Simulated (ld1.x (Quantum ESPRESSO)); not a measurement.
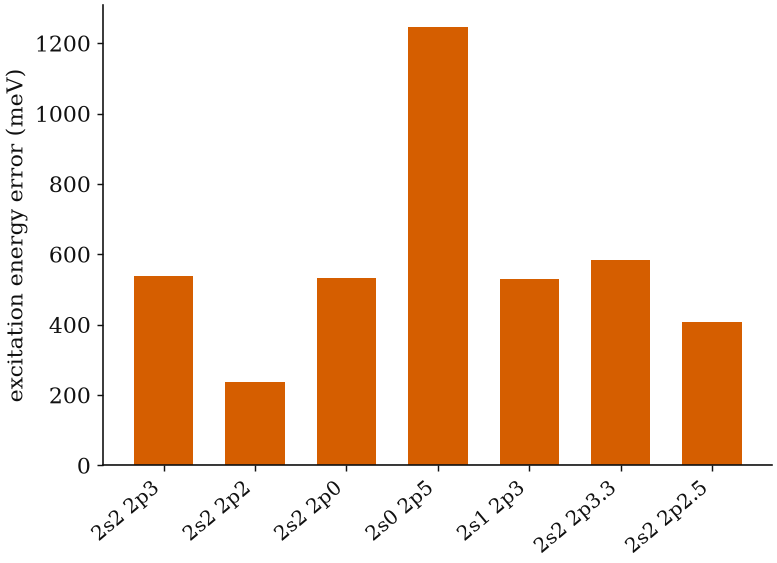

Figure 1. Errors, all-electron minus pseudo, of the energies of valence configurations relative to the unpolarised reference 2s2 2p1.

- Worst configuration: 2s0 2p5 (neutral): the error is +1246 meV on an all-electron energy of -19.36 eV relative to the reference, or 6.4 %.
- Configurations within 10 meV and within 50 meV: 0 and 0 of 7.

Pseudopotential generation: N (part 1 of 2)

Nitrogen (N, Z = 7), core [He], reference valence 2s2 2p1 (an ion of charge +2), valence charge 5. Computed at this level: TM potential, PBEsol, scalar-relativistic, made with ld1.x (Quantum ESPRESSO) 7.5.

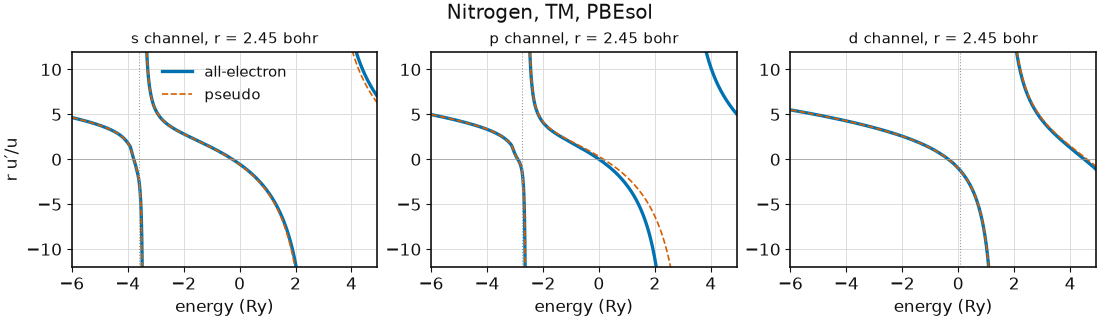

Figure 2. Logarithmic derivatives r u′/u at the test radius against energy, all-electron atom (solid) and pseudo-atom (dashed). Here u = r R(r). The dotted line marks the reference energy of the channel.

- Zeros of the logarithmic derivative: s: all-electron -3.8 and -0.2 Ry, pseudo -3.8 and -0.3 Ry; p: all-electron -2.9 and 0.0 Ry, pseudo -2.9 and 0.2 Ry; d: all-electron -0.3 and 4.5 Ry, pseudo -0.3 and 4.6 Ry.
- Ghost states: the plot shows none: pseudo and all-electron curves have the same branches in all channels drawn. The separate test gives: no ghost state below the valence levels in the p, d, s, f channels.

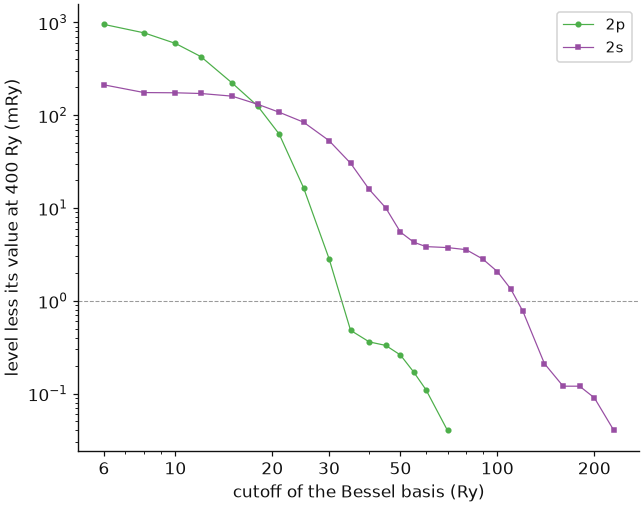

Figure 3. The pseudo-atom Hamiltonian at the reference potential is diagonalised in spherical Bessel functions (20 bohr box) up to the cutoff. Curves: distance of each valence level from its value at 400 Ry.

- Cutoffs for 10 and 1 mRy in the occupation-weighted sum of levels: 55 Ry and 140 Ry, on the ladder of cutoffs that was run.
- Cutoffs from which each level stays within 1 mRy: 2p: 35 Ry; 2s: 120 Ry.
- Hardest occupied shell: 2s: its level needs 120 Ry to come within 1 mRy, against 35 Ry for 2p.

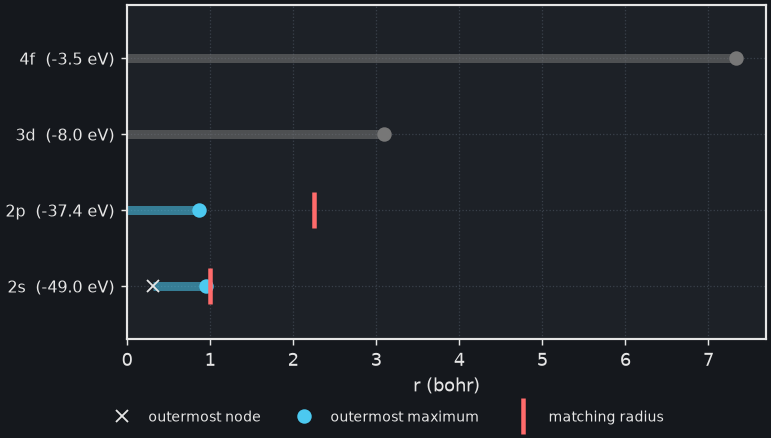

Figure 4. Outer shells of the all-electron reference atom: each bar runs from the outermost node (or the nucleus) to the outermost maximum of u(r); the tick is the radius chosen for the pseudo-wave. Shells without a tick have no pseudo-wave of their own. Levels, nodes and maxima are from ld1.x, scalar-relativistic.

- Radii against the shells: 2s: 1.00 bohr, outside the maximum; 2p: 2.25 bohr, outside the maximum.

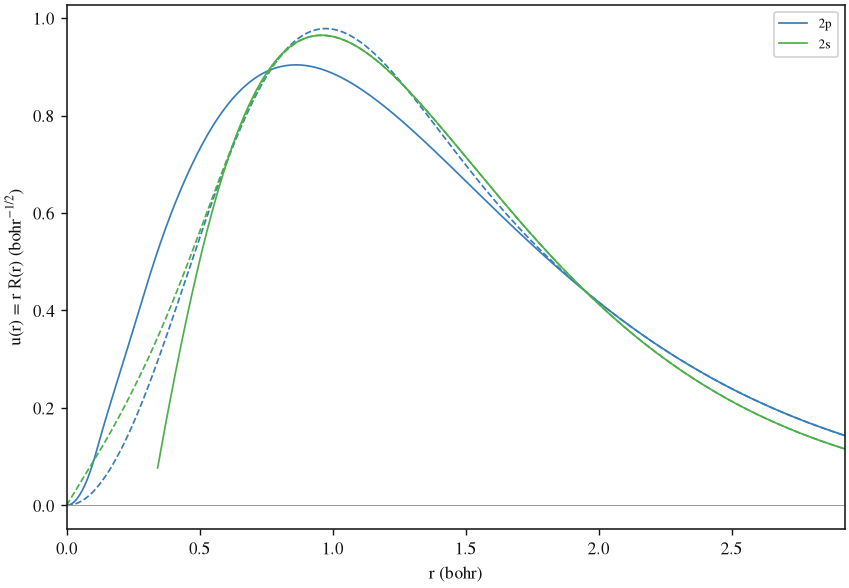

Figure 5. All-electron valence functions (solid) with their pseudo partners (dashed). The innermost oscillations of some all-electron curves aren't drawn. Reference configuration 2s2 2p1.

- Matching radii: 2p at 2.25 bohr; 2s at 1.00 bohr. The curves merge smoothly, so the plot gives these only roughly.
- Nodes of the pseudo-waves: 2p has no node; 2s has no node.

These pictures come from the run below.

## Input file
```
 &input
   title='N', zed=7., rel=1, dft='PBESOL', iswitch=3,
   config='[He] 2s2 2p1 3d-2',
   nld=3, rlderiv=2.45, eminld=-6.0, emaxld=5.0, deld=0.02
 /
 &inputp
   pseudotype=2, tm=.true., lloc=0,
   nlcc=.true., new_core_ps=.true., rcore=0.58,
   file_pseudopw='N.UPF', file_wfcaegen='ae.wfc', file_wfcncgen='nc.wfc', file_beta='beta', file_chi='chi'
 /
3
2P  2  1   1.00   0.00  2.25  2.25  0.0
3D  3  2  -2.00   0.05  2.15  2.15  0.0
2S  1  0   2.00   0.00  1.00  1.00  0.0
 &test
   configts(1)='2s2 2p1'
 /
```

## Input of the test run
```
 &input
   title='N', zed=7., rel=1, dft='PBESOL', iswitch=2,
   config='[He] 2s2 2p1 3d-2'
 /
 &test
   file_pseudo='N.UPF', nconf=8,
   configts(1)='2s2 2p1',
   configts(2)='2s2 2p3',
   configts(3)='2s2 2p2',
   configts(4)='2s2 2p0',
   configts(5)='2s0 2p5',
   configts(6)='2s1 2p3',
   configts(7)='2s2 2p3.3',
   configts(8)='2s2 2p2.5'
 /
```

Command:
```bash
ld1.x < N.in > N.out
```

## The program's output
```
     Program LD1 v.7.5
     --------------------------- All-electron run ----------------------------

     N
     scalar relativistic calculation

     atomic number is  7.00
     dft =PBESOL   lsd =0 sic =0 latt =0  beta=0.20 tr2=1.0E-14
     Exchange-correlation= PBESOL
                           (   1   4  10   8   0   0   0)
     mesh =1085 r(mesh) =  99.89202 a.u. xmin = -7.00 dx = 0.01250
     1 Ry =  13.60569312 eV, c = 137.03599908

     n l     nl                  e(Ry)          e(Ha)          e(eV)
     1 0     1S 1( 2.00)       -31.0283       -15.5141      -422.1609
     2 0     2S 1( 2.00)        -3.5986        -1.7993       -48.9616
     2 1     2P 1( 1.00)        -2.7462        -1.3731       -37.3639

     final scf error:  2.4E-15 reached in  14 iterations

     Etot =    -105.377725 Ry,     -52.688862 Ha,   -1433.736988 eV

     Ekin =     105.219398 Ry,      52.609699 Ha,    1431.582834 eV
     Encl =    -236.214902 Ry,    -118.107451 Ha,   -3213.867470 eV
     Eh   =      36.612480 Ry,      18.306240 Ha,     498.138162 eV
     Exc  =     -10.994700 Ry,      -5.497350 Ha,    -149.590514 eV

     normalization and overlap integrals

     s(1S/1S) =  1.000000  <r> =   0.2299  <r2> =    0.0715  r(max) =   0.1483
     s(2S/2S) =  1.000000  <r> =   1.1731  <r2> =    1.6289  r(max) =   0.9551
     s(2P/2P) =  1.000000  <r> =   1.1392  <r2> =    1.6063  r(max) =   0.8642

     ------------------------ End of All-electron run ------------------------

     --------------------- Generating NC pseudopotential ---------------------

      Generating local pot.: lloc=0, matching radius rcloc =   1.0000

      Computing core charge for nlcc:

       r > 0.59 : true rho core
      Core charge pseudized with two Bessel functions
      Integrated core pseudo-charge :   0.64

      Wfc   2P  rcut= 2.235  Using Troullier-Martins method

      Wfc   3D  rcut= 2.126  Using Troullier-Martins method

     ------------------- End of pseudopotential generation -------------------

     --------------------------- All-electron run ----------------------------

     N
     scalar relativistic calculation

     atomic number is  7.00
     dft =PBESOL   lsd =0 sic =0 latt =0  beta=0.20 tr2=1.0E-14
     Exchange-correlation= PBESOL
                           (   1   4  10   8   0   0   0)
     mesh =1085 r(mesh) =  99.89202 a.u. xmin = -7.00 dx = 0.01250
     1 Ry =  13.60569312 eV, c = 137.03599908

     n l     nl                  e(Ry)          e(Ha)          e(eV)
     1 0     1S 1( 2.00)       -31.0283       -15.5141      -422.1609
     2 0     2S 1( 2.00)        -3.5986        -1.7993       -48.9616
     2 1     2P 1( 1.00)        -2.7462        -1.3731       -37.3639

     final scf error:  2.4E-15 reached in  14 iterations

     Etot =    -105.377725 Ry,     -52.688862 Ha,   -1433.736988 eV

     Ekin =     105.219398 Ry,      52.609699 Ha,    1431.582834 eV
     Encl =    -236.214902 Ry,    -118.107451 Ha,   -3213.867470 eV
     Eh   =      36.612480 Ry,      18.306240 Ha,     498.138162 eV
     Exc  =     -10.994700 Ry,      -5.497350 Ha,    -149.590514 eV

     normalization and overlap integrals

     s(1S/1S) =  1.000000  <r> =   0.2299  <r2> =    0.0715  r(max) =   0.1483
     s(2S/2S) =  1.000000  <r> =   1.1731  <r2> =    1.6289  r(max) =   0.9551
     s(2P/2P) =  1.000000  <r> =   1.1392  <r2> =    1.6063  r(max) =   0.8642

     ------------------------ End of All-electron run ------------------------

     Computing logarithmic derivative in   2.45434
     Computing logarithmic derivative in   2.45434
     Computing the partial wave expansion
       no projector for channel:   0
     R is outside the sphere for l=    1 j= 0.00
     R is outside the sphere for l=    2 j= 0.00

     ---------------------- Testing the pseudopotential ----------------------

     N
     scalar relativistic calculation

     atomic number is  7.00   valence charge is  5.00
     dft =PBESOL   lsd =0 sic =0 latt =0  beta=0.20 tr2=1.0E-14
     mesh =1085 r(mesh) =  99.89202 xmin = -7.00 dx = 0.01250

     n l     nl             e AE (Ry)        e PS (Ry)    De AE-PS (Ry)
     1 0     2S   1( 2.00)       -3.59861       -3.59865        0.00003
     2 1     2P   1( 1.00)       -2.74620       -2.74620        0.00000

     eps = 2.5E-16  iter =  9

     Etot =    -105.377725 Ry,     -52.688862 Ha,   -1433.736988 eV
     Etotps =   -17.236222 Ry,      -8.618111 Ha,    -234.510744 eV

     Ekin =       7.191086 Ry,       3.595543 Ha,      97.839703 eV
     Encl =     -25.709576 Ry,     -12.854788 Ha,    -349.796596 eV
     Ehrt =       6.879015 Ry,       3.439507 Ha,      93.593765 eV
     Ecxc =      -3.944913 Ry,      -1.972456 Ha,     -53.673273 eV
     (Ecc =      -1.157592 Ry,      -0.578796 Ha,     -15.749837 eV)
     Epseu=      -1.651834 Ry,      -0.825917 Ha,     -22.474344 eV

     ---------------------- End of pseudopotential test ----------------------
```

## Output of the test run (extracts)
```
     ---------------------- Testing the pseudopotential ----------------------

     N
     scalar relativistic calculation

     atomic number is  7.00   valence charge is  5.00
     dft =PBESOL   lsd =0 sic =0 latt =0  beta=0.20 tr2=1.0E-14
     mesh =1085 r(mesh) =  99.89202 xmin = -7.00 dx = 0.01250

     n l     nl             e AE (Ry)        e PS (Ry)    De AE-PS (Ry)
     1 0     2S   1( 2.00)       -3.59861       -3.59865        0.00003
     2 1     2P   1( 1.00)       -2.74620       -2.74620        0.00000

     eps = 2.1E-16  iter =  9

     Etot =    -105.377725 Ry,     -52.688863 Ha,   -1433.736992 eV
     Etotps =   -17.236222 Ry,      -8.618111 Ha,    -234.510744 eV

     Ekin =       7.191086 Ry,       3.595543 Ha,      97.839703 eV
     Encl =     -25.709576 Ry,     -12.854788 Ha,    -349.796596 eV
     Ehrt =       6.879015 Ry,       3.439507 Ha,      93.593765 eV
     Ecxc =      -3.944913 Ry,      -1.972456 Ha,     -53.673273 eV
     (Ecc =      -1.157592 Ry,      -0.578796 Ha,     -15.749837 eV)
     Epseu=      -1.651834 Ry,      -0.825917 Ha,     -22.474344 eV

     ---------------------- End of pseudopotential test ----------------------

     ---------------------- Testing the pseudopotential ----------------------

     N
     scalar relativistic calculation

     atomic number is  7.00   valence charge is  5.00
     dft =PBESOL   lsd =0 sic =0 latt =0  beta=0.20 tr2=1.0E-14
     mesh =1085 r(mesh) =  99.89202 xmin = -7.00 dx = 0.01250

     n l     nl             e AE (Ry)        e PS (Ry)    De AE-PS (Ry)
     1 0     2S   1( 2.00)       -1.35647       -1.34498       -0.01149  !
     2 1     2P   1( 3.00)       -0.51714       -0.53185        0.01471  !

     eps = 9.1E-15  iter = 10

     Etot =    -108.483644 Ry,     -54.241822 Ha,   -1475.995173 eV
     Etotps =   -20.381634 Ry,     -10.190817 Ha,    -277.306255 eV
     dEtot_ae =      -3.105919 Ry
     dEtot_ps =      -3.145412 Ry,   Delta E=       0.039493 Ry

     Ekin =      11.583896 Ry,       5.791948 Ha,     157.606936 eV
     Encl =     -38.985134 Ry,     -19.492567 Ha,    -530.419775 eV
     Ehrt =      16.213203 Ry,       8.106602 Ha,     220.591865 eV
     Ecxc =      -5.685698 Ry,      -2.842849 Ha,     -77.357869 eV
     (Ecc =      -1.157592 Ry,      -0.578796 Ha,     -15.749837 eV)
     Epseu=      -3.507900 Ry,      -1.753950 Ha,     -47.727412 eV

     ---------------------- End of pseudopotential test ----------------------
```

(Continued in part 2.) Outcome of the run: generated.
